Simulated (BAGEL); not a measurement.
**C2H3FGe (SMILES C#[C][GeH2][F]): PBE0/cc-pVDZ (density fitting with qzvpp-jkfit)**

What is the energy change on altering one bond length of C2H3FGe at PBE0/cc-pVDZ (density fitting with qzvpp-jkfit)? 

Program for the calculation: BAGEL 1.2.2.

2 further runs of the same task are left out: 2 set aside as unsound or not needed. Runs told in other sessions of the task aren't counted.

**1. The molecule**

C2H3FGe: 7 atoms, total charge 0, spin state singlet. As SMILES, `C#[C][GeH2][F]`. The coordinates come from a PBE0-D4/def2-TZVP relaxation.

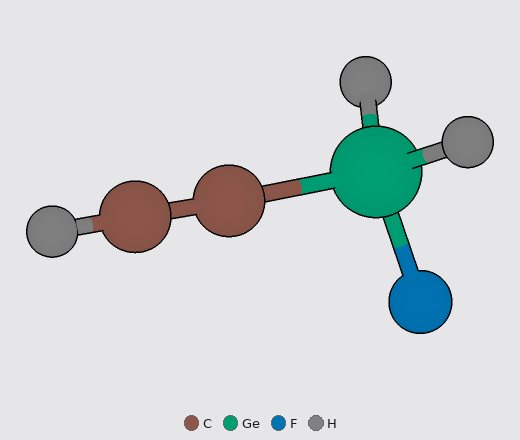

The structure, seen from a chosen angle (carbon brown, germanium teal, fluorine blue, hydrogen grey).

**2. The energy at PBE0/cc-pVDZ (density fitting with qzvpp-jkfit)**

The input, input.json:

```json
{ "bagel": [

{
  "title": "molecule",
  "basis": "cc-pvdz.json",
  "df_basis": "qzvpp-jkfit",
  "angstrom": "true",
  "geometry": [
    { "atom": "C", "xyz": [    1.589600,   -1.011400,    0.749400 ] },
    { "atom": "C", "xyz": [    0.653200,   -0.399300,    0.302800 ] },
    { "atom": "Ge", "xyz": [   -0.795200,    0.603200,   -0.384600 ] },
    { "atom": "F", "xyz": [   -1.928600,   -0.538300,   -1.040400 ] },
    { "atom": "H", "xyz": [    2.414700,   -1.560800,    1.142300 ] },
    { "atom": "H", "xyz": [   -1.525800,    1.349500,    0.733200 ] },
    { "atom": "H", "xyz": [   -0.346600,    1.489200,   -1.548300 ] }
  ]
},
{ "title": "ks", "xc_func": "pbe0" },
{ "title": "print", "file": "orbitals.molden", "orbitals": "true" }

]}
```

The basis set cc-pVDZ is read from a file made from the Basis Set Exchange's data (not shown).

Started as:

```bash
$ BAGEL_NUM_THREADS=1 BAGEL input.json > input.out
```

The program printed:

```text
* using 1 threads per process

  ===============================================================
  ===============================================================

  *** Geometry ***

  { "atom" : "C", "xyz" : [      3.003909,     -1.911269,      1.416161 ] },
  { "atom" : "C", "xyz" : [      1.234369,     -0.754568,      0.572209 ] },
  { "atom" : "Ge", "xyz" : [     -1.502710,      1.139883,     -0.726789 ] },
  { "atom" : "F", "xyz" : [     -3.644526,     -1.017240,     -1.966071 ] },
  { "atom" : "H", "xyz" : [      4.563122,     -2.949485,      2.158634 ] },
  { "atom" : "H", "xyz" : [     -2.883344,      2.550185,      1.385547 ] },
  { "atom" : "H", "xyz" : [     -0.654979,      2.814180,     -2.925863 ] },

  Number of auxiliary basis functions:      547

  Since a DF basis is specified, we compute 2- and 3-index integrals:
    o Being stored without compression. Storage requirement is 0.031 GB

  Number of basis functions:       84
  Number of electrons      :       56

    * METHOD: MOLECULE                             0.27

  *** Kohn-Sham DFT ***

    * Removing 10756 points whose weight is below 1.00e-10
    * Grid points: 93586

  === Nuclear Repulsion ===
   246.5685013891

       - DIIS with orbital gradients will be used.

  === KS iteration (pbe0 / cc-pvdz.json) ===
      0      -2218.30425505          0.10186631           0.31
      1      -2032.42239197          0.22147112           0.31
      2      -2172.76773558          0.13692800           0.32
      3      -2218.77513955          0.20171511           0.32
      4      -2253.89725011          0.02666475           0.33
      5      -2237.35565870          0.10193786           0.33
      6      -2245.45956750          0.08833106           0.33
      7      -2245.27995079          0.08600259           0.33
      8      -2254.11475080          0.02194394           0.33
      9      -2254.26409234          0.01229651           0.33
     10      -2254.29310595          0.00879442           0.33
     11      -2254.33269841          0.00190289           0.34
     12      -2254.33510086          0.00051080           0.33
     13      -2254.33530145          0.00007777           0.32
     14      -2254.33530593          0.00001356           0.32
     15      -2254.33530599          0.00000577           0.31
     16      -2254.33530601          0.00000292           0.31
     17      -2254.33530602          0.00000031           0.32
     18      -2254.33530602          0.00000032           0.33
     19      -2254.33530602          0.00000008           0.32
     20      -2254.33530602          0.00000002           0.33
     21      -2254.33530602          0.00000002           0.32
     22      -2254.33530602          0.00000000           0.32
    * SCF iteration converged.

    * Permanent dipole moment:
           (   -0.654021,    -0.467494,    -0.366731) a.u.

    * METHOD: KS                                   7.83

    * METHOD: PRINT                                0.01

  ===============================================================
```

It took 8.4 s on 1 thread of Arm Neoverse V2, shared host; peak memory 0.41 GiB.

**3. The distorted shape at the same level**

The input, dft.json:

```json
{ "bagel" : [

{
  "title" : "molecule",
  "basis" : "cc-pvdz.json",
  "df_basis" : "qzvpp-jkfit",
  "angstrom" : true,
  "geometry" : [
    { "atom" : "C", "xyz" : [    0.599453,   -0.352102,    0.277907 ] },
    { "atom" : "C", "xyz" : [   -0.336947,    0.259998,   -0.168693 ] },
    { "atom" : "Ge", "xyz" : [   -1.785347,    1.262498,   -0.856093 ] },
    { "atom" : "F", "xyz" : [   -2.918747,    0.120998,   -1.511893 ] },
    { "atom" : "H", "xyz" : [    2.414700,   -1.560800,    1.142300 ] },
    { "atom" : "H", "xyz" : [   -2.515947,    2.008798,    0.261707 ] },
    { "atom" : "H", "xyz" : [   -1.336747,    2.148498,   -2.019793 ] }
  ]
},
{ "title" : "ks", "xc_func" : "pbe0" },
{ "title" : "print", "file" : "orbitals.molden", "orbitals" : true }

]}
```

The basis set cc-pVDZ is read from a file made from the Basis Set Exchange's data (not shown).

Started as:

```bash
$ BAGEL_NUM_THREADS=1 BAGEL dft.json > dft.out
```

The program printed:

```text
* using 1 threads per process

  ===============================================================
  ===============================================================

  *** Geometry ***

  { "atom" : "C", "xyz" : [      1.132802,     -0.665376,      0.525168 ] },
  { "atom" : "C", "xyz" : [     -0.636738,      0.491325,     -0.318784 ] },
  { "atom" : "Ge", "xyz" : [     -3.373817,      2.385775,     -1.617781 ] },
  { "atom" : "F", "xyz" : [     -5.515632,      0.228653,     -2.857064 ] },
  { "atom" : "H", "xyz" : [      4.563122,     -2.949485,      2.158634 ] },
  { "atom" : "H", "xyz" : [     -4.754451,      3.796078,      0.494555 ] },
  { "atom" : "H", "xyz" : [     -2.526086,      4.060073,     -3.816856 ] },

  Number of auxiliary basis functions:      547

  Since a DF basis is specified, we compute 2- and 3-index integrals:
    o Being stored without compression. Storage requirement is 0.031 GB

  Number of basis functions:       84
  Number of electrons      :       56

    * METHOD: MOLECULE                             0.28

  *** Kohn-Sham DFT ***

    * Removing 9891 points whose weight is below 1.00e-10
    * Grid points: 94451

  === Nuclear Repulsion ===
   243.2508099253

       - DIIS with orbital gradients will be used.

  === KS iteration (pbe0 / cc-pvdz.json) ===
      0      -2219.40981681          0.10135686           0.34
      1      -2036.06955734          0.21987409           0.33
      2      -2174.23235133          0.13900560           0.32
      3      -2226.05839626          0.17208175           0.31
      4      -2251.33095155          0.05958876           0.32
      5      -2253.07424684          0.03249440           0.34
      6      -2253.83768237          0.02069886           0.32
      7      -2253.95566832          0.01643890           0.32
      8      -2254.11097088          0.00326571           0.34
      9      -2254.11790373          0.00177393           0.34
     10      -2254.11962215          0.00107168           0.32
     11      -2254.12061766          0.00023527           0.33
     12      -2254.12066670          0.00003616           0.32
     13      -2254.12066715          0.00002399           0.31
     14      -2254.12066773          0.00000393           0.32
     15      -2254.12066775          0.00000229           0.33
     16      -2254.12066775          0.00000156           0.33
     17      -2254.12066775          0.00000055           0.33
     18      -2254.12066775          0.00000053           0.33
     19      -2254.12066775          0.00000028           0.34
     20      -2254.12066775          0.00000011           0.33
     21      -2254.12066775          0.00000006           0.33
     22      -2254.12066775          0.00000003           0.33
     23      -2254.12066775          0.00000001           0.32
     24      -2254.12066775          0.00000002           0.33
     25      -2254.12066775          0.00000000           0.33
    * SCF iteration converged.

    * Permanent dipole moment:
           (   -0.944355,    -0.268809,    -0.504658) a.u.

    * METHOD: KS                                   8.92

    * METHOD: PRINT                                0.01

  ===============================================================
```

Wall time 9.6 s (1 thread of Arm Neoverse V2, shared host); peak memory 0.41 GiB.

**4. Summary of results**

Level: PBE0/cc-pVDZ (density fitting with qzvpp-jkfit).

```
                                                         quantity           value
                                        first shape: total energy  -2254.33531 Eh
                                       first shape: dipole moment          2.25 D
                                         first shape: HOMO energy        -8.42 eV
                                         first shape: LUMO energy        -0.60 eV
                                       first shape: HOMO–LUMO gap         7.82 eV
                                    distorted shape: total energy  -2254.12067 Eh
                                   distorted shape: dipole moment          2.81 D
                                     distorted shape: HOMO energy        -8.29 eV
                                     distorted shape: LUMO energy        -5.32 eV
                                   distorted shape: HOMO–LUMO gap         2.97 eV
energy change with the C1–H5 bond stretched from 1.066 to 2.346 Å        5.841 eV
```

What this shows: One bond (distorted shape) is far stretched, which a spin-restricted single reference describes badly; a broken-symmetry solution may lie lower. With the C1–H5 bond stretched from 1.066 to 2.346 Å the energy rises by 5.84 eV (564 kJ/mol). The first shape isn't relaxed at this level, so the change isn't measured from a minimum. A restricted reference can't describe the breaking bond well at this length.
